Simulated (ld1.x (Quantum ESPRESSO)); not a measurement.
**A TM potential for titanium, from input to tests**

Aim: build the potential from the settings below, then test how well it stands in for the atom: other configurations, scattering, ghost states and the plane-wave cutoff that it needs.

Method: ld1.x (Quantum ESPRESSO) 7.5, PBE, scalar-relativistic.

### 1 Settings

Typed settings, in words:

| Item | Value |
| --- | --- |
| element | titanium (Ti, Z = 22) |
| type | norm-conserving Troullier–Martins (Kleinman–Bylander form) |
| frozen core | [Ar] |
| valence charge | 4 |
| reference configuration | 3d1 4s0 4p0 (charge +3) |
| partial waves | 4s (bound, empty): rc 2.20 bohr; 4p (bound, empty): rc 2.55 bohr; 3d (bound): rc 2.30 bohr; 4f channel at 0.05 Ry: rc 2.30 bohr |
| local potential | the f channel |
| core correction | a·sin(br)/r model core inside 1.45 bohr |

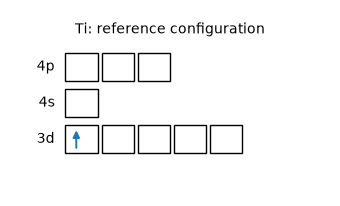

The outer shells as boxes. The arrows follow Hund's rule for the drawing; the calculation itself is spin-unpolarised.

The nodes and maxima of the atom's own shells, from an earlier all-electron run, set the scale for the radii.

All-electron outer shells of the reference configuration (PBE, scalar-relativistic, ld1.x):

| shell | level (eV) | outermost node (bohr) | outermost maximum (bohr) |
| --- | --- | --- | --- |
| 3p | -70.92 | 0.37 | 0.89 |
| 3d | -34.69 | – | 0.92 |
| 4s | -26.44 | 1.20 | 2.39 |
| 4p | -20.90 | 1.30 | 2.67 |
| 4f | -8.70 | – | 4.25 |

### 2 Generating the potential

Ti.in reads:

```
 &input
   title='Ti', zed=22., rel=1, dft='PBE', iswitch=3,
   config='[Ar] 3d1 4s0 4p0 4f-2',
   nld=4, rlderiv=2.75, eminld=-5.0, emaxld=5.0, deld=0.02
 /
 &inputp
   pseudotype=2, tm=.true., lloc=3,
   nlcc=.true., rcore=1.45,
   file_pseudopw='Ti.UPF', file_wfcaegen='ae.wfc', file_wfcncgen='nc.wfc', file_beta='beta', file_chi='chi'
 /
4
4S  1  0   0.00   0.00  2.20  2.20  0.0
4P  2  1   0.00   0.00  2.55  2.55  0.0
3D  3  2   1.00   0.00  2.30  2.30  0.0
4F  4  3  -2.00   0.05  2.30  2.30  0.0
 &test
   configts(1)='3d1 4s0 4p0'
 /
```

On the command line:

```sh
ld1.x < Ti.in > Ti.out
```

Output in Ti.out (without the banner and most projector matrices):

```text
     Program LD1 v.7.5
     --------------------------- All-electron run ----------------------------

     Ti
     scalar relativistic calculation

     atomic number is 22.00
     dft =PBE   lsd =0 sic =0 latt =0  beta=0.20 tr2=1.0E-14
     Exchange-correlation= PBE
                           (   1   4   3   4   0   0   0)
     mesh =1177 r(mesh) = 100.37945 a.u. xmin = -7.00 dx = 0.01250
     1 Ry =  13.60569312 eV, c = 137.03599908

     n l     nl                  e(Ry)          e(Ha)          e(eV)
     1 0     1S 1( 2.00)      -360.3198      -180.1599     -4902.4011
     2 0     2S 1( 2.00)       -41.9629       -20.9814      -570.9343
     2 1     2P 1( 6.00)       -35.1482       -17.5741      -478.2162
     3 0     3S 1( 2.00)        -6.9856        -3.4928       -95.0436
     3 1     3P 1( 6.00)        -5.2127        -2.6063       -70.9218
     3 2     3D 1( 1.00)        -2.5498        -1.2749       -34.6913
     4 0     4S 1( 0.00)        -1.9436        -0.9718       -26.4442
     4 1     4P 1( 0.00)        -1.5358        -0.7679       -20.8961

     final scf error:  4.5E-15 reached in  22 iterations

     Etot =   -1703.612957 Ry,    -851.806478 Ha,  -23178.835093 eV

     Ekin =    1718.099961 Ry,     859.049980 Ha,   23375.940822 eV
     Encl =   -4004.138672 Ry,   -2002.069336 Ha,  -54479.081996 eV
     Eh   =     664.603079 Ry,     332.301539 Ha,    9042.385538 eV
     Exc  =     -82.177324 Ry,     -41.088662 Ha,   -1118.079457 eV

     normalization and overlap integrals

     s(1S/1S) =  1.000000  <r> =   0.0696  <r2> =    0.0065  r(max) =   0.0455
     s(2S/2S) =  1.000000  <r> =   0.3249  <r2> =    0.1248  r(max) =   0.2682
     s(2P/2P) =  1.000000  <r> =   0.2899  <r2> =    0.1037  r(max) =   0.2196
     s(3S/3S) =  1.000000  <r> =   0.9925  <r2> =    1.1325  r(max) =   0.8685
     s(3P/3P) =  1.000000  <r> =   1.0567  <r2> =    1.3065  r(max) =   0.8904
     s(3D/3D) =  1.000000  <r> =   1.2633  <r2> =    1.9742  r(max) =   0.9245
     s(4S/4S) =  1.000000  <r> =   2.6151  <r2> =    7.6860  r(max) =   2.3904
     s(4P/4P) =  1.000000  <r> =   2.9555  <r2> =    9.8594  r(max) =   2.6750

     ------------------------ End of All-electron run ------------------------

     --------------------- Generating NC pseudopotential ---------------------

      Generating local pot.: lloc=3, matching radius rcloc =   2.3000

      Computing core charge for nlcc:

       r > 1.47 : true rho core
       r < 1.47 : rho core = a sin(br)/r    a=   4.80  b=   1.79

      Integrated core pseudo-charge :   5.30

      Wfc   4S  rcut= 2.190  Using Troullier-Martins method

      Wfc   4P  rcut= 2.545  Using Troullier-Martins method

      Wfc   3D  rcut= 2.302  Using Troullier-Martins method

     ------------------- End of pseudopotential generation -------------------

     [... the all-electron block is printed once more ...]


     Computing logarithmic derivative in   2.75999
     Computing logarithmic derivative in   2.75999
     Computing the partial wave expansion
     R is outside the sphere for l=    0 j= 0.00
     R is outside the sphere for l=    1 j= 0.00
     R is outside the sphere for l=    2 j= 0.00
       no projector for channel:   3

     ---------------------- Testing the pseudopotential ----------------------

     Ti
     scalar relativistic calculation

     atomic number is 22.00   valence charge is  4.00
     dft =PBE   lsd =0 sic =0 latt =0  beta=0.20 tr2=1.0E-14
     mesh =1177 r(mesh) = 100.37945 xmin = -7.00 dx = 0.01250

     n l     nl             e AE (Ry)        e PS (Ry)    De AE-PS (Ry)
     3 2     3D   1( 1.00)       -2.54976       -2.54976        0.00000
     1 0     4S   1( 0.00)       -1.94362       -1.94362        0.00000
     2 1     4P   1( 0.00)       -1.53584       -1.53584        0.00000

     eps = 9.7E-16  iter =  3

     Etot =   -1703.612957 Ry,    -851.806478 Ha,  -23178.835093 eV
     Etotps =    -8.946694 Ry,      -4.473347 Ha,    -121.725976 eV

     Ekin =       6.873252 Ry,       3.436626 Ha,      93.515363 eV
     Encl =      -7.529600 Ry,      -3.764800 Ha,    -102.445423 eV
     Ehrt =       0.678280 Ry,       0.339140 Ha,       9.228467 eV
     Ecxc =      -7.045525 Ry,      -3.522763 Ha,     -95.859252 eV
     (Ecc =      -5.751431 Ry,      -2.875715 Ha,     -78.252201 eV)
     Epseu=      -1.923102 Ry,      -0.961551 Ha,     -26.165131 eV

     ---------------------- End of pseudopotential test ----------------------
```

It took 1.6 s on 1 thread of Neoverse-V1, shared host. This counts the later configuration tests of the new file too.

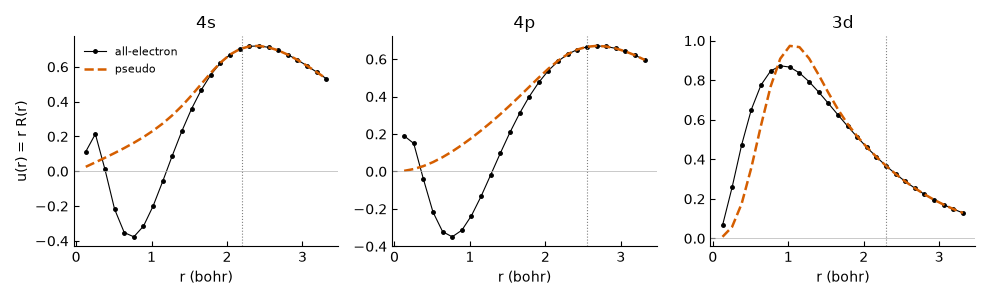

All-electron and pseudo partial waves (4s, 4p, 3d), with the matching radii dotted. The curves join 26 sampled radii, too few to resolve the innermost nodes.

### 3 Testing the new file in other configurations

Ti.test.in reads:

```
 &input
   title='Ti', zed=22., rel=1, dft='PBE', iswitch=2,
   config='[Ar] 3d1 4s0 4p0 4f-2'
 /
 &test
   file_pseudo='Ti.UPF', nconf=8,
   configts(1)='3d1 4s0 4p0',
   configts(2)='3d2 4s2 4p0',
   configts(3)='3d2 4s1 4p0',
   configts(4)='3d2 4s0 4p0',
   configts(5)='3d2 4s0 4p2',
   configts(6)='3d2 4s1.5 4p0',
   configts(7)='3d3 4s0 4p0',
   configts(8)='3d1 4s2 4p0'
 /
```

On the command line:

```sh
ld1.x < Ti.test.in > Ti.test.out
```

Ti.test.out, the pseudopotential blocks, each with the warnings that came before it:

```text
     ---------------------- Testing the pseudopotential ----------------------

     Ti
     scalar relativistic calculation

     atomic number is 22.00   valence charge is  4.00
     dft =PBE   lsd =0 sic =0 latt =0  beta=0.20 tr2=1.0E-14
     mesh =1177 r(mesh) = 100.37945 xmin = -7.00 dx = 0.01250

     n l     nl             e AE (Ry)        e PS (Ry)    De AE-PS (Ry)
     3 2     3D   1( 1.00)       -2.54976       -2.54976        0.00000
     1 0     4S   1( 0.00)       -1.94362       -1.94362        0.00000
     2 1     4P   1( 0.00)       -1.53584       -1.53584        0.00000

     eps = 7.4E-18  iter =  4

     Etot =   -1703.612957 Ry,    -851.806478 Ha,  -23178.835093 eV
     Etotps =    -8.946694 Ry,      -4.473347 Ha,    -121.725975 eV

     Ekin =       6.873252 Ry,       3.436626 Ha,      93.515364 eV
     Encl =      -7.529600 Ry,      -3.764800 Ha,    -102.445423 eV
     Ehrt =       0.678280 Ry,       0.339140 Ha,       9.228467 eV
     Ecxc =      -7.045525 Ry,      -3.522763 Ha,     -95.859252 eV
     (Ecc =      -5.751431 Ry,      -2.875715 Ha,     -78.252201 eV)
     Epseu=      -1.923102 Ry,      -0.961551 Ha,     -26.165131 eV

     ---------------------- End of pseudopotential test ----------------------

     Warning: n=2, l=1 expected 0 nodes, found 1
     ---------------------- Testing the pseudopotential ----------------------

     Ti
     [...]
     n l     nl             e AE (Ry)        e PS (Ry)    De AE-PS (Ry)
     3 2     3D   1( 2.00)       -0.31302       -0.25645       -0.05656  !
     1 0     4S   1( 2.00)       -0.32830       -0.31408       -0.01422  !
     2 1     4P   1( 0.00)       -0.10777       -0.10777        0.00000

     eps = 6.1E-15  iter = 21

     Etot =   -1707.131133 Ry,    -853.565567 Ha,  -23226.702321 eV
     Etotps =   -12.419640 Ry,      -6.209820 Ha,    -168.977814 eV
     dEtot_ae =      -3.518176 Ry
     dEtot_ps =      -3.472946 Ry,   Delta E=      -0.045230 Ry

     [...]
     ---------------------- End of pseudopotential test ----------------------

     ---------------------- Testing the pseudopotential ----------------------

     Ti
     [...]
     n l     nl             e AE (Ry)        e PS (Ry)    De AE-PS (Ry)
     3 2     3D   1( 2.00)       -0.83550       -0.78909       -0.04641  !
     1 0     4S   1( 1.00)       -0.76075       -0.74610       -0.01465  !
     2 1     4P   1( 0.00)       -0.48549       -0.48549        0.00000

     eps = 8.4E-16  iter =  9

     Etot =   -1706.591160 Ry,    -853.295580 Ha,  -23219.355616 eV
     Etotps =   -11.894718 Ry,      -5.947359 Ha,    -161.835880 eV
     dEtot_ae =      -2.978204 Ry
     dEtot_ps =      -2.948024 Ry,   Delta E=      -0.030180 Ry

     [...]
     ---------------------- End of pseudopotential test ----------------------

     ---------------------- Testing the pseudopotential ----------------------

     Ti
     [...]
     n l     nl             e AE (Ry)        e PS (Ry)    De AE-PS (Ry)
     3 2     3D   1( 2.00)       -1.44648       -1.41397       -0.03251  !
     1 0     4S   1( 0.00)       -1.24186       -1.23184       -0.01002  !
     2 1     4P   1( 0.00)       -0.91224       -0.91224        0.00000

     eps = 1.2E-15  iter =  9

     Etot =   -1705.593615 Ry,    -852.796807 Ha,  -23205.783315 eV
     Etotps =   -10.909880 Ry,      -5.454940 Ha,    -148.436474 eV
     dEtot_ae =      -1.980658 Ry
     dEtot_ps =      -1.963185 Ry,   Delta E=      -0.017472 Ry

     [...]
     ---------------------- End of pseudopotential test ----------------------

     BEWARE! Errors in PS-KS equations
     Warning: n=1, l=0 expected 0 nodes, found 2
     Warning: n=3, l=2 expected 0 nodes, found 1
     ---------------------- Testing the pseudopotential ----------------------

     Ti
     [...]
     n l     nl             e AE (Ry)        e PS (Ry)    De AE-PS (Ry)
     3 2     3D   1( 2.00)       -0.48476       -0.59434        0.10959  !
     1 0     4S   1( 0.00)       -0.43039       -0.43039        0.00000
     2 1     4P   1( 2.00)       -0.18992       -0.30749        0.11756  !

     eps = 5.6E-15  iter = 44

     Etot =   -1706.669001 Ry,    -853.334501 Ha,  -23220.414691 eV
     Etotps =    -7.555093 Ry,      -3.777546 Ha,    -102.792274 eV
     dEtot_ae =      -3.056044 Ry
     dEtot_ps =       1.391601 Ry,   Delta E=      -4.447646 Ry

     [...]
     ---------------------- End of pseudopotential test ----------------------

     ---------------------- Testing the pseudopotential ----------------------

     Ti
     [...]
     n l     nl             e AE (Ry)        e PS (Ry)    De AE-PS (Ry)
     3 2     3D   1( 2.00)       -0.56216       -0.50966       -0.05250  !
     1 0     4S   1( 1.50)       -0.53778       -0.52236       -0.01542  !
     2 1     4P   1( 0.00)       -0.28871       -0.28871        0.00000

     eps = 2.9E-15  iter = 14

     Etot =   -1706.915276 Ry,    -853.457638 Ha,  -23223.765429 eV
     Etotps =   -12.211280 Ry,      -6.105640 Ha,    -166.142935 eV
     dEtot_ae =      -3.302319 Ry
     dEtot_ps =      -3.264586 Ry,   Delta E=      -0.037732 Ry

     [...]
     ---------------------- End of pseudopotential test ----------------------

     ---------------------- Testing the pseudopotential ----------------------

     Ti
     [...]
     n l     nl             e AE (Ry)        e PS (Ry)    De AE-PS (Ry)
     3 2     3D   1( 3.00)       -0.58982       -0.56116       -0.02866  !
     1 0     4S   1( 0.00)       -0.66089       -0.63855       -0.02234  !
     2 1     4P   1( 0.00)       -0.41316       -0.41316        0.00000

     eps = 3.5E-15  iter = 10

     Etot =   -1706.587642 Ry,    -853.293821 Ha,  -23219.307744 eV
     Etotps =   -11.868908 Ry,      -5.934454 Ha,    -161.484721 eV
     dEtot_ae =      -2.974685 Ry
     dEtot_ps =      -2.922214 Ry,   Delta E=      -0.052471 Ry

     [...]
     ---------------------- End of pseudopotential test ----------------------

     ---------------------- Testing the pseudopotential ----------------------

     Ti
     [...]
     n l     nl             e AE (Ry)        e PS (Ry)    De AE-PS (Ry)
     3 2     3D   1( 1.00)       -1.16621       -1.15036       -0.01586  !
     1 0     4S   1( 2.00)       -0.87720       -0.87208       -0.00512  !
     2 1     4P   1( 0.00)       -0.56807       -0.57197        0.00390

     eps = 2.7E-15  iter =  9

     Etot =   -1706.414923 Ry,    -853.207461 Ha,  -23216.957777 eV
     Etotps =   -11.743280 Ry,      -5.871640 Ha,    -159.775465 eV
     dEtot_ae =      -2.801966 Ry
     dEtot_ps =      -2.796586 Ry,   Delta E=      -0.005380 Ry

     [...]
     ---------------------- End of pseudopotential test ----------------------
```

1 test gave no usable energy difference (3d2 4s0 4p2).

The tests as a table, with energies relative to 3d1 4s0 4p0. A star marks tests that logged a warning.

```csv
valence configuration,charge,ΔE all-electron (eV),error AE − PS (meV)
3d2 4s2 4p0 *,0,-47.867,-615
3d2 4s1 4p0,+1,-40.521,-411
3d2 4s0 4p0,+2,-26.948,-238
3d2 4s1.5 4p0,+0.5,-44.930,-513
3d3 4s0 4p0,+1,-40.473,-714
3d1 4s2 4p0,+1,-38.123,-73
```

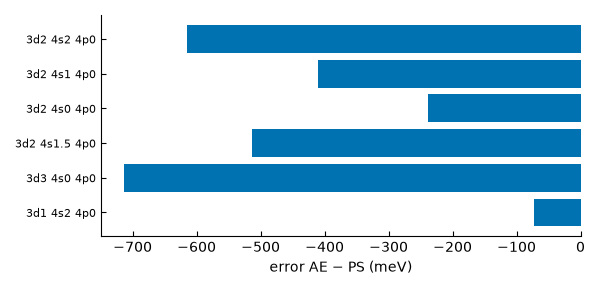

Error of the potential in each test configuration.

### 4 Does it scatter like the atom?

Taken from the files of the generation run. The phase is arctan(r·u′/u) with u = r·R, unwrapped, with energies in Ry. A pole is an energy at which the radial function vanishes at the test radius. The pseudo phase is shifted by a multiple of π to meet the all-electron one at the reference energy. Levels narrower than the energy grid can be missing from the poles. The last column is the largest difference on the grid between −1 and +1 Ry.

| channel | radius (bohr) | reference (Ry) | poles AE | poles PS | window around the reference with phases within 0.05 rad (Ry) | largest difference near zero (rad) |
| --- | --- | --- | --- | --- | --- | --- |
| s | 2.76 | -1.94 | -0.24 | -3.49, -0.24 | -3.3 to 1.7 | 0.013 |
| p | 2.76 | -1.54 | 0.62 | -0.64, 1.42 | -5.0 to -1.1 | 3.060 |
| d | 2.76 | -2.55 | -2.42, 1.94 | -2.42, 2.43 | below -0.9 | 0.266 |
| f | 2.76 | 0.05 | 1.85 | 1.87 | below 3.7 | 0.001 |

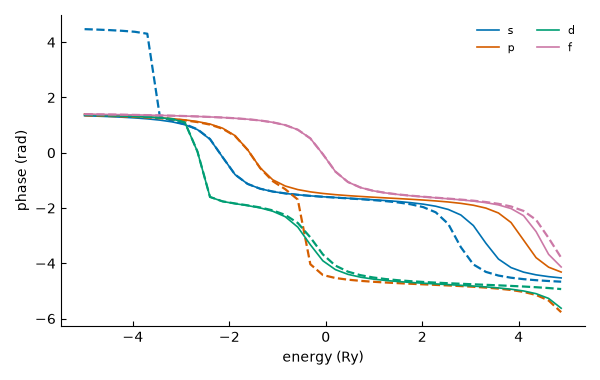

Phases by channel: all-electron solid, pseudo dashed.

### 5 Cutoff and ghost test in a Bessel basis

A separate test, outside the generator: the pseudo-atom's Hamiltonian at the reference potential is diagonalised in spherical Bessel functions j_l(qr) that vanish at 20 bohr, with q² up to the cutoff.

All-electron valence levels (Ry): 4s -1.9436, 4p -1.5358, 3d -2.5498. The lowest levels of each channel (Ry) by cutoff; the last column sums, over occupied levels, occupation times the distance from the level at 400 Ry. A positive value at high cutoff is not a bound level.

```
cutoff (Ry)     s #1     s #2     p #1     d #1     f #1  Σ f·Δε (mRy)
          8  -2.0807  -1.8624  -1.5343  -1.4963  -0.6340        1053.5
         12  -3.0086  -1.9367  -1.5348  -1.7001  -0.6370         849.6
         18  -3.4601  -1.9426  -1.5356  -2.0357  -0.6386         514.0
         25  -3.5067  -1.9427  -1.5357  -2.3056  -0.6392         244.2
         30  -3.5078  -1.9432  -1.5358  -2.4435  -0.6393         106.2
         40  -3.5091  -1.9435  -1.5358  -2.5411  -0.6393           8.7
         50  -3.5093  -1.9436  -1.5358  -2.5493  -0.6393           0.5
         60  -3.5093  -1.9436  -1.5358  -2.5496  -0.6393           0.2
        400  -3.5094  -1.9436  -1.5358  -2.5498  -0.6393           0.0
```

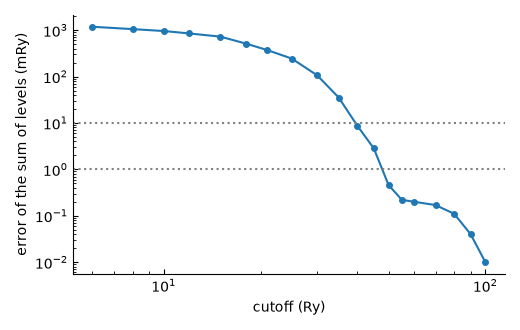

Occupation-weighted error of the valence levels against the cutoff; the dotted lines mark 10 and 1 mRy.

The sum stays within 10 mRy from 40 Ry and within 1 mRy from 50 Ry. The sum leaves out empty levels, which can need more. Ghost test: ghost state, bound below the all-electron valence or empty levels of the same l: s at -47.7 eV.

### 6 Results

| quantity | value |
| --- | --- |
| cutoffs for 10 and 1 mRy, occupied levels | 40 Ry and 50 Ry |
| bound ghosts | s at -47.75 eV |
| largest test error (AE − PS) | -714 meV, for 3d3 4s0 4p0 (1 test unsolved) |
| largest phase difference near zero energy, channels read | 3.060 rad |

**Reading.** A bound ghost (s) makes it unfit for use: electrons can fall into a state that the atom doesn't have. By total energies transferability is poor: the largest error is 714 meV on 40.5 eV, for 3d3 4s0 4p0. Of the tests 1 gave no usable energy difference, which is a warning in itself. It counts as of middling hardness, with 40 Ry needed at the looser tolerance. Near zero energy the largest phase difference among the channels read is 3.06 rad, in the p channel. A step near π is an extra or missing state, not a misfit of shape. The pseudo curves have poles with no partner nearby in the atom's: s at -3.49 Ry, p at -0.64 Ry. All of this concerns the isolated atom, not yet a solid.
